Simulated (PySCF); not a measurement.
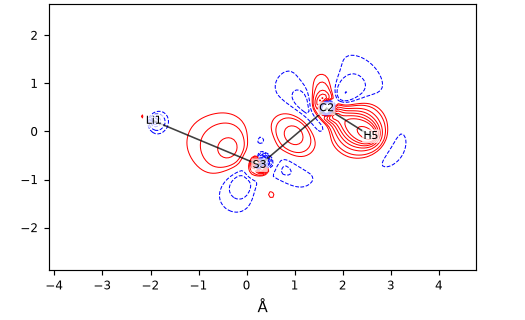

CH4LiS, charge +1, SMILES `[Li+].CS`. Deformation density (molecule less spherical, spin-averaged free atoms) in the plane of Li1, C2, S3 and H5; contours at ±0.05 to ±0.8 e/Å³; solid red lines: gain, dashed blue lines: loss.

Level of theory: B3LYP/def2-TZVP (PySCF), at a geometry from GFN2-xTB. The pair's geometry is semi-empirical, so its contact may be too short or too long. GFN2-xTB bond lengths at metals and heavier atoms can be off by up to 0.1 Å and shapes distorted, which carries into these values.

**Describe the bonding that the map shows.**

C2–H5: +0.77 e/Å³ at the bond critical point (bond length 1.09 Å, Mayer order 0.9). C2–S3: +0.25 e/Å³ at the bond critical point (bond length 1.83 Å, Mayer order 1.0). In all, 1.3 electrons gather in the regions of gain relative to the promolecule of neutral atoms (the regions of loss give up this much and the cation's charge besides).

**Where do the Hirshfeld charges lie?**

The highest Hirshfeld charge is on Li1 (+0.71 e), the lowest on C2 (−0.07 e).

The PySCF run took 11 s on 1 thread of Arm Neoverse N1 (shared host), peak memory 0.41 GiB.
